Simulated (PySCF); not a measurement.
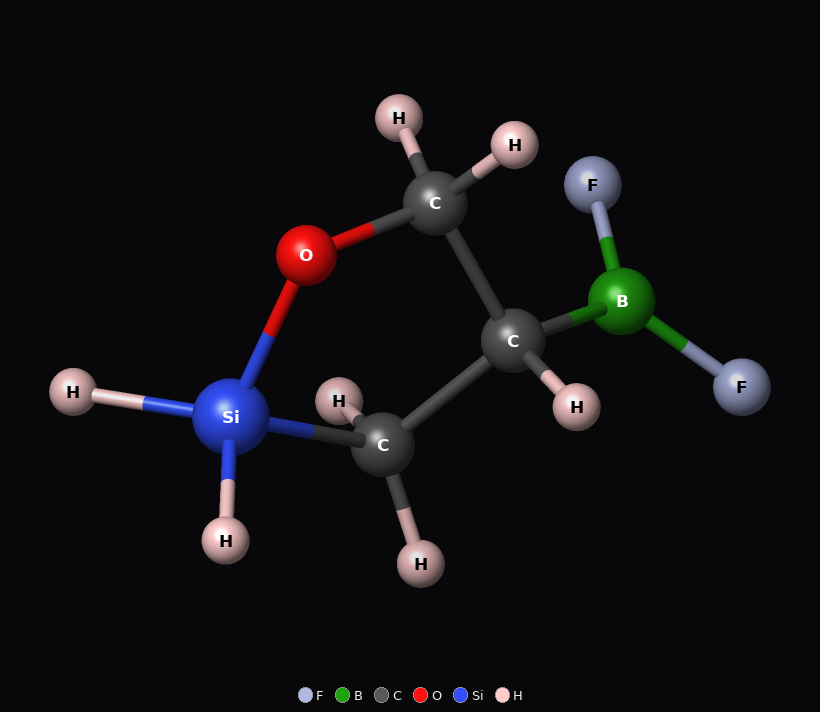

Every bond is drawn as one stick, whatever its order.

The computed structure is the end point of a PBE0-D3(BJ)/def2-SVP optimisation. No frequency run is at hand to confirm it as a minimum.

Give the formula.

Answer. C₃H₇BF₂OSi, 15 atoms: 3 carbon, 7 hydrogen, 1 boron, 2 fluorine, 1 oxygen and 1 silicon.

Does it have rings?

Answer. Independent rings (smallest set): 1 of 5 members.

Give the symmetry (Schoenflies symbol).

Answer. C1.

Count the bonded pairs by element.

Answer. 5 C–H, 2 B–F, 2 C–C, 2 Si–H, 1 C–B, 1 C–O, 1 O–Si, 1 C–Si.

Write the SMILES.

Answer. FB(F)[C@H]1CO[SiH2]C1

The parts below concern this one geometry. Atoms keep their numbers from picture to picture.

## Shape

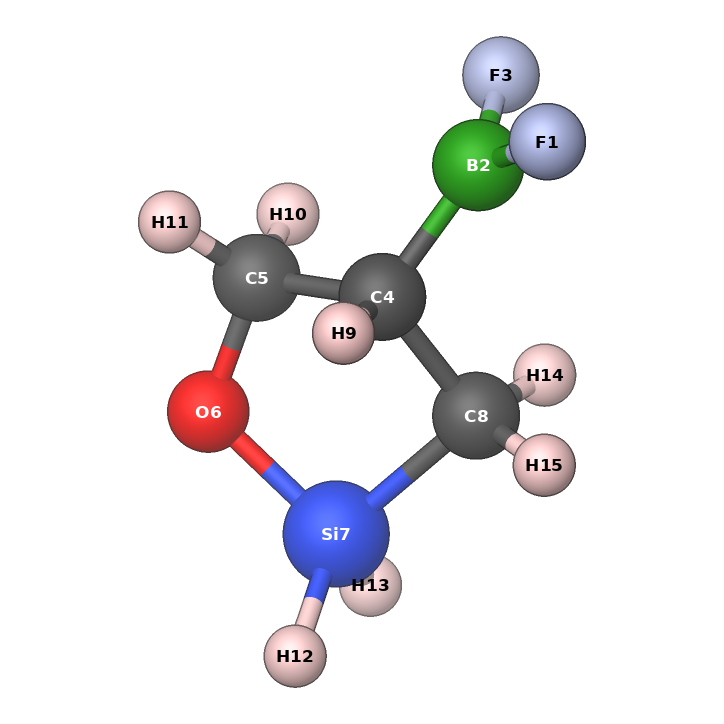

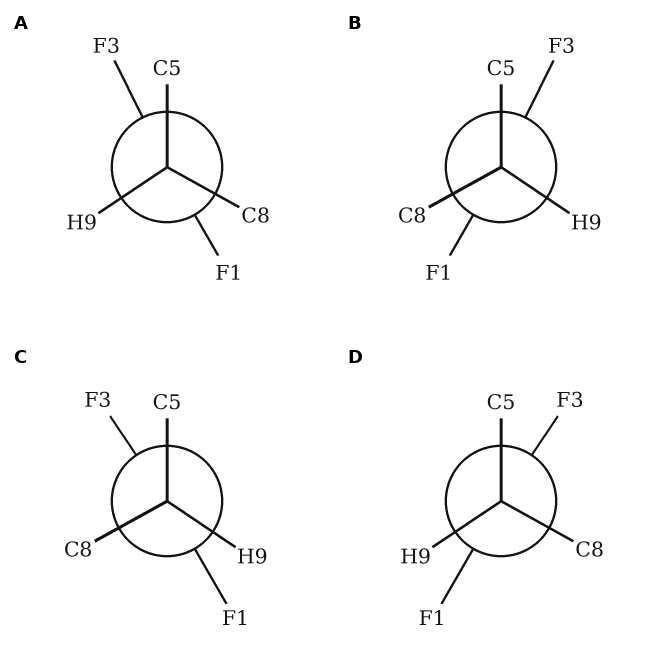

Distant atoms are faded towards the background colour. Bonds that would overlap in a projection are set slightly apart. No frequency run is at hand to confirm it as a minimum.

Which Newman projection shows the view along C4–B2, with C4 in front?

Answer. C. The torsion angle C5–C4–B2–F1 is 150°, anticlinal.

## Levels of theory compared

No frequency run is at hand to confirm it as a minimum. Program: PySCF 2.14.0.

At this fixed geometry, give HOMO energy (eV), dipole (D) at these levels: CAM-B3LYP/pcSseg-1; PBE0/pcSseg-1; PBE0/pcSseg-1 in chloroform (IEF-PCM); PBE0/pcSseg-1 in water (IEF-PCM); ωB97X-D/def2-SVPD; ωB97X-D/def2-SVPD in chloroform (IEF-PCM).

```csv
level,HOMO energy (eV),dipole (D)
CAM-B3LYP/pcSseg-1,−9.44,1.04
PBE0/pcSseg-1,−8.03,1.02
PBE0/pcSseg-1 in chloroform (IEF-PCM),−7.94,1.21
PBE0/pcSseg-1 in water (IEF-PCM),−7.92,1.31
ωB97X-D/def2-SVPD,−9.98,1.01
ωB97X-D/def2-SVPD in chloroform (IEF-PCM),−9.88,1.23
```

## Bond orders

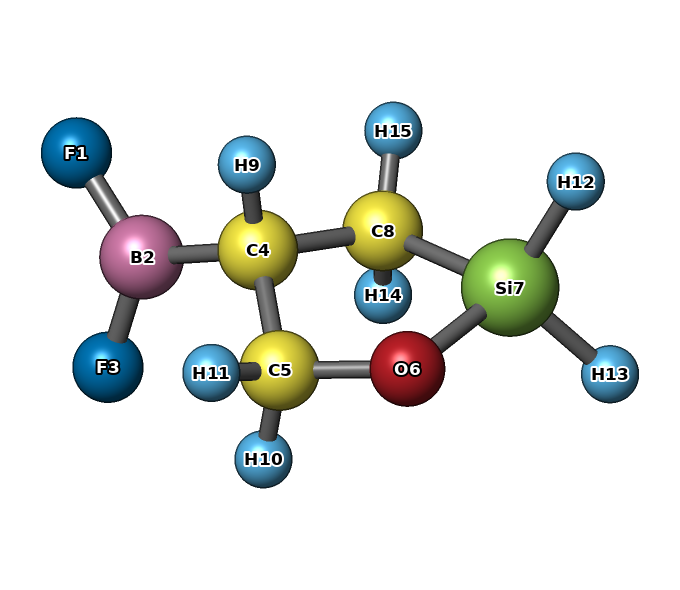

The thickness of each stick grows with its Mayer bond order. No frequency run is at hand to confirm it as a minimum. Computed with PBE0/pcSseg-1 (PySCF 2.14.0).

List the Mayer bond orders of F1–B2, B2–F3, B2–C4, C4–C5, C4–C8, C5–O6, O6–Si7, Si7–C8 (bonds between heavy atoms, one of each equivalent set).

| bond | Mayer order | length (Å) |
| --- | --- | --- |
| F1–B2 | 1.13 | 1.321 |
| B2–F3 | 1.11 | 1.323 |
| B2–C4 | 0.93 | 1.559 |
| C4–C5 | 1.00 | 1.532 |
| C4–C8 | 0.99 | 1.557 |
| C5–O6 | 0.90 | 1.414 |
| O6–Si7 | 0.96 | 1.680 |
| Si7–C8 | 0.89 | 1.893 |

## Ring current

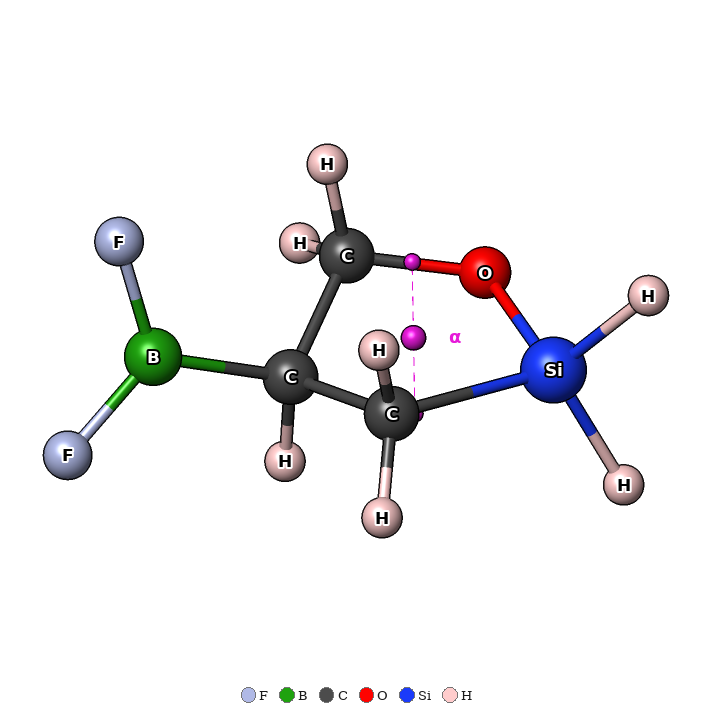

The small points mark where nucleus-independent chemical shifts (NICS) were computed: at the centre of each lettered ring and 1 Å above and below it. No frequency run is at hand to confirm it as a minimum. Level of theory: GIAO CAM-B3LYP/pcSseg-1 NMR shielding, non-relativistic, gas phase (PySCF 2.14.0).

Give NICS(0), NICS(1) and the out-of-plane component NICS(1)zz for each ring (means of the two sides).

```
ring  members  NICS(0)  NICS(1)  NICS(1)zz
   α    C3OSi     −6.3     −3.4       −4.4
```

Values in ppm.

What do the values say about the ring currents?

Answer. Ring α: weak, as in a non-aromatic ring. NICS is one index among several.
